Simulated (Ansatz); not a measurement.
# HF/def2-SVP run of CH7ClSi2 (SMILES [SiH3]C[SiH2]Cl)

Aim: the electronic atomisation energy of CH7ClSi2 at HF/def2-SVP, from 5 runs. 

Program for the calculation: Ansatz 0.2.0.

49 further runs of the same task are left out: 49 set aside as unsound or not needed.

### Step 1. The structure to begin with

The species is CH7ClSi2 (11 atoms), meant as a singlet with charge 0. As SMILES, `[SiH3]C[SiH2]Cl`. The shape is that of a PBE0-D4/def2-TZVP optimisation. This is one conformer, not always the lowest.

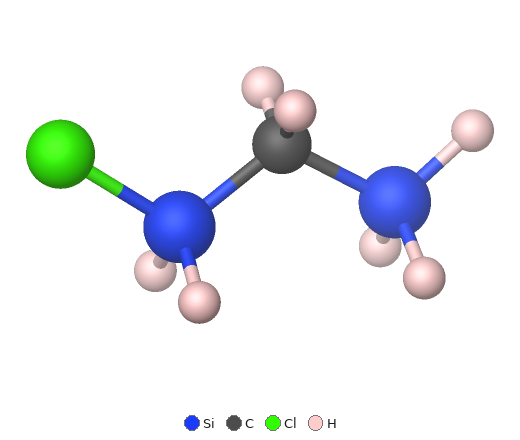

The structure, seen from a chosen angle (silicon blue, carbon dark grey, chlorine green, hydrogen pink).

### Step 2. A single-point energy at HF/def2-SVP

Input file molecule.yaml:

```yaml
crystal:
  periodic: [false, false, false]
  atoms:
    - symbol: Si
      position_ang: [1.006300, 1.285600, -0.182900]
    - symbol: C
      position_ang: [-0.570400, 0.282700, -0.356100]
    - symbol: Si
      position_ang: [-0.499800, -1.397400, 0.429000]
    - symbol: Cl
      position_ang: [-2.287500, -2.388300, 0.158700]
    - symbol: H
      position_ang: [0.854300, 2.610700, -0.838800]
    - symbol: H
      position_ang: [1.323900, 1.497600, 1.254200]
    - symbol: H
      position_ang: [2.143300, 0.566700, -0.816300]
    - symbol: H
      position_ang: [-1.397400, 0.844300, 0.091100]
    - symbol: H
      position_ang: [-0.797200, 0.162700, -1.420800]
    - symbol: H
      position_ang: [0.561500, -2.228800, -0.187700]
    - symbol: H
      position_ang: [-0.271500, -1.292800, 1.890200]
basis:
  gaussian:
    orbitals: def2-SVP
hamiltonian:
  xc: hf
accuracy: high
output:
  orbitals: {seedname: orbitals}
```

Launch:

```bash
ansatz run molecule.yaml --threads 1 --pin off --max-ram 2610MiB --events-out events.jsonl --progress --plain --runs-dir runs
```

Log:

```text
Warning: RAYON_NUM_THREADS=1 ignored (pool sized by the plan → 1); use --threads N
Functional definition: HF
  name "HF"
  exchange = exact_x
  correlation = 0
2292 factors; integrals over basis functions are off by at most 1.0e-8 eV
mean field evaluation 1: about -29359.4575 eV, gradient 2.4e1 eV
mean field evaluation 2: about -29359.4670 eV, gradient 2.4e1 eV
mean field evaluation 4: about -29361.3715 eV, gradient 2.6e0 eV
mean field evaluation 8: about -29361.3974 eV, gradient 5.9e-5 eV
mean field -29361.39736118 eV, -1079.0114511536 hartree, gradient 3.0e-8 eV, S^2 0.000000; 0 other end points of the search recorded, 0 dependent functions left out
reference -29361.39736118 eV, -1079.0114511536 hartree; 29, 29 occupied and 74, 74 virtual orbitals, 2292 factors
Total energy: -29361.39736118 eV, -1079.0114511536 hartree
```

It took 3.9 s on 1 thread of Arm Neoverse V2, shared host; peak memory 0.33 GiB.

### Step 3. The C atom

Input file job.yaml:

```yaml
crystal:
  periodic: [false, false, false]
  atoms:
    - {symbol: C, position_ang: [0.000000, 0.000000, 0.000000]}
basis:
  gaussian:
    orbitals: def2-SVP
magnetization:
  spin_polarized: true
  initial_magnetization: 2
hamiltonian:
  xc: hf
accuracy: high
```

Launch:

```bash
ansatz run job.yaml --threads 1 --pin off --max-ram 2610MiB --events-out events.jsonl --progress --plain --runs-dir runs
```

Log:

```text
Warning: RAYON_NUM_THREADS=1 ignored (pool sized by the plan → 1); use --threads N
[... 4 set-up lines as earlier in the session ...]
95 factors; integrals over basis functions are off by at most 1.9e-9 eV
mean field evaluation 1: about -1024.0862 eV, gradient 6.0e0 eV
mean field evaluation 2: about -1024.0867 eV, gradient 6.0e0 eV
mean field evaluation 4: about -1024.3783 eV, gradient 2.4e-1 eV
mean field evaluation 8: about -1024.3789 eV, gradient 1.6e-4 eV
mean field evaluation 16: about -1024.3792 eV, gradient 1.4e-2 eV
mean field -1024.37889008 eV, -37.6452298613 hartree, gradient 4.4e-9 eV, S^2 2.006584; 0 other end points of the search recorded, 0 dependent functions left out
reference -1024.37889008 eV, -37.6452298613 hartree; 4, 2 occupied and 10, 12 virtual orbitals, 95 factors
Total energy: -1024.37889008 eV, -37.6452298613 hartree
```

Run time: 0.04 s. Hardware: 1 thread of Arm Neoverse V2, shared host.

### Step 4. The Cl atom at the same level

Input file in.yaml:

```yaml
crystal:
  periodic: [false, false, false]
  atoms:
    - {symbol: Cl, position_ang: [0.000000, 0.000000, 0.000000]}
basis:
  gaussian:
    orbitals: def2-SVP
magnetization:
  spin_polarized: true
  initial_magnetization: 1
hamiltonian:
  xc: hf
accuracy: high
```

Launch:

```bash
ansatz run in.yaml --threads 1 --pin off --max-ram 2610MiB --events-out events.jsonl --progress --plain --runs-dir runs
```

Log:

```text
Warning: RAYON_NUM_THREADS=1 ignored (pool sized by the plan → 1); use --threads N
[... 4 set-up lines as earlier in the session ...]
134 factors; integrals over basis functions are off by at most 2.6e-9 eV
mean field evaluation 1: about -12498.5814 eV, gradient 4.6e0 eV
mean field evaluation 2: about -12498.5838 eV, gradient 4.6e0 eV
mean field evaluation 4: about -12498.7139 eV, gradient 2.7e-1 eV
mean field evaluation 8: about -12498.7150 eV, gradient 3.1e-7 eV
mean field evaluation 16: about -12498.6548 eV, gradient 2.8e0 eV
mean field evaluation 32: about -12498.7143 eV, gradient 3.0e-1 eV
mean field -12498.71497284 eV, -459.3193033187 hartree, gradient 2.3e-8 eV, S^2 0.755409; 0 other end points of the search recorded, 0 dependent functions left out
reference -12498.71497284 eV, -459.3193033187 hartree; 9, 8 occupied and 9, 10 virtual orbitals, 134 factors
Total energy: -12498.71497284 eV, -459.3193033187 hartree
```

Wall time 0.06 s (1 thread of Arm Neoverse V2, shared host).

### Step 5. The H atom

Input file molecule.yaml:

```yaml
crystal:
  periodic: [false, false, false]
  atoms:
    - symbol: H
      position_ang: [0.000000, 0.000000, 0.000000]
basis:
  gaussian: {orbitals: def2-SVP}
magnetization: {spin_polarized: true, initial_magnetization: 1}
hamiltonian: {xc: hf}
accuracy: high
```

Run the same way, it converges to -0.49928 Eh (log not shown).

### Step 6. The Si atom, same level

Input file input.yaml:

```yaml
crystal:
  periodic: [false, false, false]
  atoms:
    - {symbol: Si, position_ang: [0.000000, 0.000000, 0.000000]}
basis:
  gaussian: {orbitals: def2-SVP}
accuracy: high
hamiltonian: {xc: hf}
magnetization: {spin_polarized: true, initial_magnetization: 2}
```

Run the same way, it converges to -288.75313 Eh (log not shown).

### Step 7. Summary of results

At HF/def2-SVP:

| quantity | value |
| --- | --- |
| molecule: total energy | -1079.01145 Eh |
| molecule: HOMO energy | -11.74 eV |
| molecule: LUMO energy | 3.71 eV |
| molecule: HOMO–LUMO gap | 15.46 eV |
| C atom: total energy | -37.64523 Eh |
| C atom: ⟨S²⟩ | 2.007 |
| Cl atom: total energy | -459.31930 Eh |
| Cl atom: ⟨S²⟩ | 0.755 |
| H atom: total energy | -0.49928 Eh |
| H atom: ⟨S²⟩ | 0.750 |
| Si atom: total energy | -288.75313 Eh |
| Si atom: ⟨S²⟩ | 2.009 |
| electronic atomisation energy | 28.455 eV |

**Reading.** Taking the molecule apart into free atoms costs 28.46 eV (656 kcal/mol), before zero-point energy and without spin-orbit coupling. Hartree–Fock lacks the correlation of the bonding pairs, which as a rule makes this value much too low; in minimal bases other errors can mask that.
